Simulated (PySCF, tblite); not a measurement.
# C₂H₃BO₂, a small molecule taken as a stand-in for a surface group (boron hydroxide): NMR shifts, core binding energies and electronic excitations

Wanted: the NMR shifts, core binding energies and electronic excitations for `C#CB(O)O`.

Computed with tblite 0.8.0 and PySCF 2.14.0; each step states its level. No surroundings beyond the atoms listed, unless a continuum is named. Atoms count from 0, parts from 1.

## Step 1: Starting point

8 atoms, charge 0, multiplicity 1; geometry: distance geometry start.

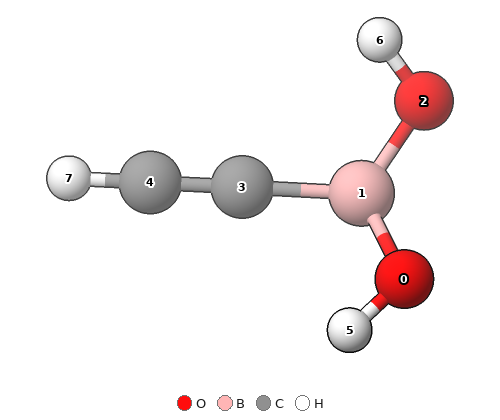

The starting geometry (oxygen red, boron pink, carbon grey, hydrogen white), atoms numbered.

## Step 2: Relaxing the cluster with GFN2-xTB

What the job is given:

```
{"job": {"kind": "relax", "xc": "GFN2-xTB", "basis": "xTB"}, "charge": 0, "multiplicity": 1}
O     -1.539248    -1.050227    -0.482135
B     -0.836243     0.020580     0.216462
O     -1.502474     1.318606     0.236793
C      0.721899    -0.081570     0.233887
C      1.921750    -0.164887     0.238029
H     -0.913160    -1.805431    -0.675293
H     -0.836987     2.034304     0.018412
H      2.982969    -0.235790     0.238848
```

Method: GFN2-xTB geometry optimisation, gas phase.

Run with:

```bash
OMP_NUM_THREADS=1 python cluster_run.py task.json out
```

The driver reads the jobs from task.json and runs them one after another.

Standard output:

```text
step      E/eV     max force
  0    -412.23569    3.144
  1    -412.56361    2.044
  2    -412.60713    5.628
  3    -412.77221    2.034
  4    -412.82189    0.782
  5    -412.84987    0.398
  6    -412.87108    0.422
  7    -412.88387    0.385
  8    -412.91734    0.689
  9    -412.94387    0.688
 10    -412.96980    0.310
 11    -412.97848    0.230
 12    -412.98344    0.196
 13    -412.98672    0.199
 14    -412.98792    0.202
 15    -412.98880    0.082
 16    -412.98941    0.096
 17    -412.99026    0.107
 18    -412.99113    0.104
 19    -412.99172    0.083
 20    -412.99209    0.055
 21    -412.99242    0.072
 22    -412.99277    0.057
 23    -412.99301    0.034
 24    -412.99311    0.029
 25    -412.99317    0.024
 26    -412.99322    0.023
 27    -412.99331    0.024
 28    -412.99343    0.028
 29    -412.99355    0.026
 30    -412.99361    0.020
 31    -412.99363    0.018
 32    -412.99365    0.013
 33    -412.99368    0.022
 34    -412.99372    0.025
 35    -412.99374    0.015
 36    -412.99376    0.011
 37    -412.99377    0.010
 38    -412.99378    0.020
 39    -412.99382    0.031
 40    -412.99386    0.034
 41    -412.99390    0.023
 42    -412.99393    0.014
 43    -412.99395    0.015
 44    -412.99396    0.016
 45    -412.99397    0.012
 46    -412.99398    0.009
 47    -412.99398    0.012
 48    -412.99399    0.015
 49    -412.99400    0.011
 50    -412.99400    0.004
```

Wall time 0.51 s (1 thread of Arm Neoverse V1, shared host).

Step by step:

```csv
step,energy from step 0 (eV),largest force (eV/Å)
0,0.0000,3.1441
2,-0.3714,5.6285
4,-0.5862,0.7821
6,-0.6354,0.4225
8,-0.6817,0.6884
10,-0.7341,0.3098
12,-0.7477,0.1966
14,-0.7522,0.2020
16,-0.7537,0.0963
18,-0.7554,0.1036
20,-0.7564,0.0549
22,-0.7571,0.0563
24,-0.7574,0.0287
26,-0.7575,0.0229
28,-0.7577,0.0287
30,-0.7579,0.0191
32,-0.7580,0.0128
34,-0.7580,0.0249
36,-0.7581,0.0102
38,-0.7581,0.0201
40,-0.7582,0.0336
42,-0.7582,0.0139
44,-0.7583,0.0162
46,-0.7583,0.0093
48,-0.7583,0.0142
50,-0.7583,0.0047
```

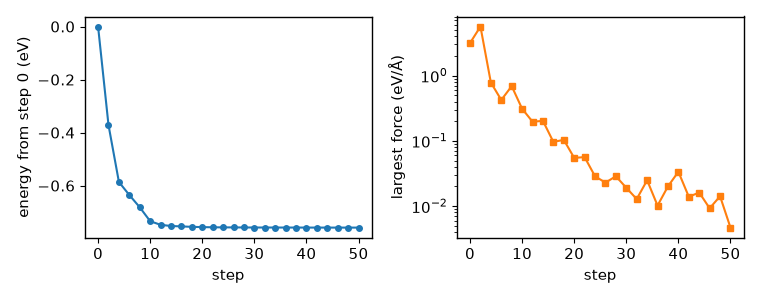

Energy and force, step by step.

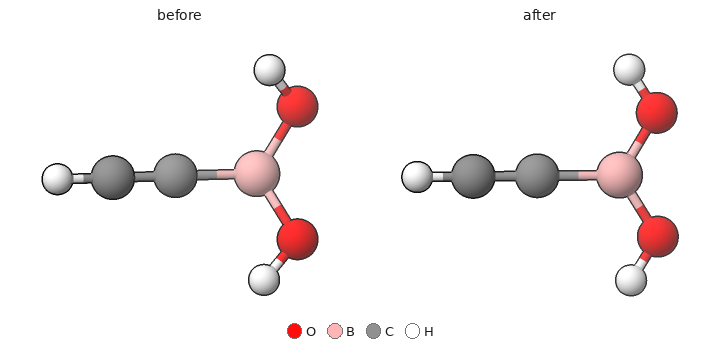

The geometry before (left) and after (right).

Distances of close pairs at the start and the end, largest changes first:

```csv
bond,before (Å),after (Å),change (Å)
B1–O2,1.459,1.352,-0.107
O0–B1,1.459,1.352,-0.107
O2–H6,1.001,0.955,-0.047
O0–H5,1.000,0.955,-0.045
B1–C3,1.562,1.547,-0.015
C4–H7,1.064,1.052,-0.011
C3–C4,1.203,1.202,-0.001
```

## Step 3: Geometry optimisation at PBE0-D3(BJ)/def2-SVP

What the job is given:

```
{"job": {"xc": "PBE0", "basis": "def2-SVP", "d3": "d3bj", "grid": 2, "kind": "geom", "shake": 0.01}, "charge": 0, "multiplicity": 1}
O     -1.514320    -1.042513    -0.405659
B     -0.783261     0.051471    -0.089610
O     -1.448603     1.227484     0.068589
C      0.788853    -0.051473     0.081118
C      1.944354    -0.146212     0.208268
H     -1.070916    -1.836874    -0.525886
H     -0.875532     1.979592     0.304179
H      3.005500    -0.210028     0.331100
```

Standard output:

```text
step   0  E = -252.88119606  max force = 0.133537
step   1  E = -252.88969784  max force = 0.008236
step   2  E = -252.88985876  max force = 0.001585
step   3  E = -252.88986817  max force = 0.000690
step   4  E = -252.88987410  max force = 0.001258
step   5  E = -252.88987730  max force = 0.000515
step   6  E = -252.88987841  max force = 0.000296
optimisation converged
```

Run time: 21 s. Hardware: 1 thread of Arm Neoverse V1, shared host; peak memory 0.43 GiB.

Step by step:

```csv
step,energy from step 0 (eV),largest force component (eV/Å)
0,0.0000,6.8668
1,-0.2313,0.4235
2,-0.2357,0.0815
3,-0.2360,0.0355
4,-0.2361,0.0647
5,-0.2362,0.0265
6,-0.2363,0.0152
```

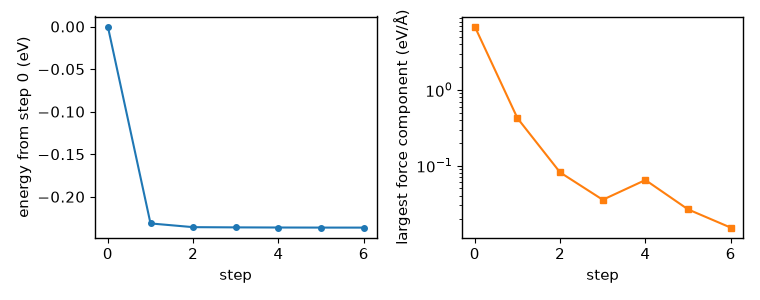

Energy and largest force along the relaxation.

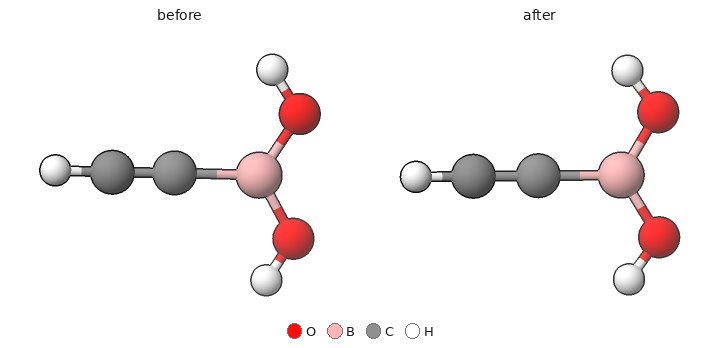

Before and after, at one scale.

Distances of close pairs at the start and the end, largest changes first:

```csv
bond,before (Å),after (Å),change (Å)
C3–C4,1.166,1.216,+0.050
O0–H5,0.918,0.961,+0.043
B1–C3,1.585,1.551,-0.033
O2–H6,0.974,0.961,-0.014
C4–H7,1.070,1.076,+0.006
B1–O2,1.360,1.355,-0.005
O0–B1,1.353,1.355,+0.002
```

The next job starts from the end point, and lists it.

```csv
at the end point,value
point group (found at 0.08 Å tolerance),C2v
"rotational constants (GHz, main isotopes)","10.015, 3.715, 2.710"
dipole moment (D),2.71
```

## Step 4: Nuclear shieldings: PBE0/pcSseg-2

What the job is given:

```
{"job": {"kind": "nmr", "xc": "PBE0", "basis": "pcSseg-2"}, "charge": 0, "multiplicity": 1}
O     -1.575312    -0.978944    -0.513560
B     -0.803689     0.059968    -0.111160
O     -1.423544     1.238574     0.141359
C      0.730702    -0.095115     0.056352
C      1.933895    -0.217403     0.187654
H     -1.061618    -1.775184    -0.673025
H     -0.808620     1.920995     0.423467
H      2.997620    -0.327539     0.303308
```

Method: GIAO PBE0/pcSseg-2 NMR shielding, non-relativistic, gas phase.

Standard output:

```text
coarse grid: 7296 points
cycle   1  E = -253.0338318737  dE =  6.874e-01  |g| = 9.054e-01  |ddm| = 2.097e+00
cycle   2  E = -252.8550355476  dE =  1.788e-01  |g| = 1.341e+00  |ddm| = 1.490e+00
cycle   3  E = -253.1797078417  dE = -3.247e-01  |g| = 1.295e-01  |ddm| = 8.947e-01
cycle   4  E = -253.1829154958  dE = -3.208e-03  |g| = 6.390e-02  |ddm| = 1.835e-01
cycle   5  E = -253.1836468895  dE = -7.314e-04  |g| = 3.504e-02  |ddm| = 6.739e-02
cycle   6  E = -253.1839516811  dE = -3.048e-04  |g| = 2.789e-03  |ddm| = 2.910e-02
cycle   7  E = -253.1839532171  dE = -1.536e-06  |g| = 7.817e-04  |ddm| = 2.791e-03
final grid: 72160 points
cycle   8  E = -253.1807066937  dE = -7.668e-05  |g| = 5.435e-03  |ddm| = 4.074e-02
cycle   9  E = -253.1807018934  dE =  4.800e-06  |g| = 7.479e-03  |ddm| = 1.116e-02
cycle  10  E = -253.1807127363  dE = -1.084e-05  |g| = 7.504e-04  |ddm| = 4.916e-03
cycle  11  E = -253.1807128278  dE = -9.152e-08  |g| = 2.856e-04  |ddm| = 1.377e-03
cycle  12  E = -253.1807128413  dE = -1.356e-08  |g| = 1.626e-04  |ddm| = 3.209e-04
cycle  13  E = -253.1807128477  dE = -6.363e-09  |g| = 3.111e-05  |ddm| = 1.397e-04
cycle  14  E = -253.1807128479  dE = -2.360e-10  |g| = 5.920e-06  |ddm| = 2.364e-05
converged SCF energy = -253.1807128479

GIAO shielding tensors (ppm)
atom      isotropic    diamagn.    paramagn.     s11        s22        s33       span
  0 O      191.859     383.238    -191.379     49.076    260.034    266.466    217.390
  1 B       78.640     195.863    -117.223     58.205     82.811     94.905     36.700
  2 O      191.967     383.421    -191.454     49.276    260.091    266.532    217.256
  3 C       95.020     264.418    -169.398    -12.998      4.793    293.265    306.263
  4 C       87.726     265.393    -177.667      4.603     16.397    242.179    237.575
  5 H       27.178      31.227      -4.049     21.774     25.070     34.689     12.915
  6 H       27.181      31.341      -4.160     21.773     25.073     34.698     12.925
  7 H       29.078      32.933      -3.855     24.388     24.680     38.165     13.777
```

Wall time 18 s (1 thread of Arm Neoverse V1, shared host); peak memory 0.83 GiB.

The references, computed at this level on geometries of the same kind, shield at (ppm): 1H TMS 31.25, 13C TMS 184.1, 17O H2O 328.2, 11B BF3·OEt2 99.1. Their shielding less the atom's gives the shift. The references are single molecules in the gas phase, so shifts against H2O, NH3, PH3, H3PO4 or CFCl3 are not on the usual liquid scales and can be off by tens of ppm. Atoms listed in one row are averaged.

```csv
atoms,environment,σ (ppm),δ (ppm)
C4,"carbon bonded to C, H",87.7,96.4
C3,"carbon bonded to C, B",95.0,89.1
"H5, H6",hydrogen on an oxygen bonded to B,27.18,4.07
H7,hydrogen on a carbon bonded to C,29.08,2.17
"O0, O2","oxygen bonded to B, H",191.9,136.2
B1,"boron bonded to C, 2 O",78.6,20.4
```

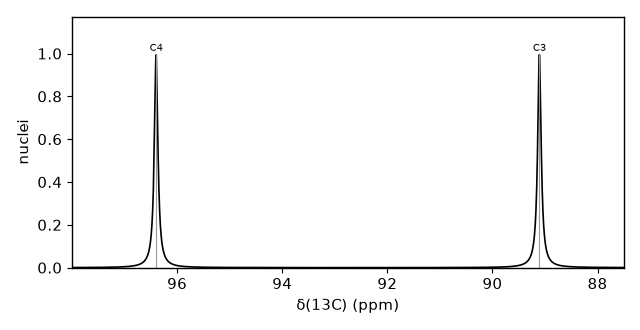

13C lines at the computed shifts, without couplings. Lines are broadened to a width of 0.08 ppm (Lorentzian).

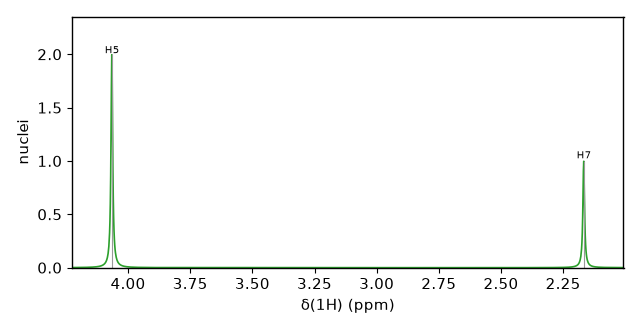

1H lines at the computed shifts, without couplings. Lines are broadened to a width of 0.01 ppm (Lorentzian).

The run also stored atomic charges by several schemes (e):

```csv
atoms,Mulliken,IAO,Hirshfeld,ESP fit
"O0, O2",-0.39,-0.55,-0.25,-0.62
B1,0.62,0.51,0.26,0.78
C3,-0.15,-0.20,-0.13,-0.39
C4,-0.16,-0.19,-0.09,-0.24
```

ESP fit charges:

```csv
atom,value (e)
O0,-0.63
B1,0.78
O2,-0.62
C3,-0.39
C4,-0.24
H5,0.41
H6,0.41
H7,0.28
```

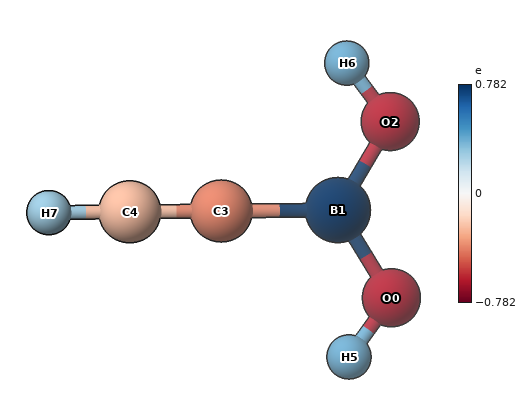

ESP fit charges, as colours on the atoms.

Mayer bond orders: O0–B1 1.20, B1–O2 1.20, B1–C3 1.06, C3–C4 2.62.

[end of part 1 of 2]
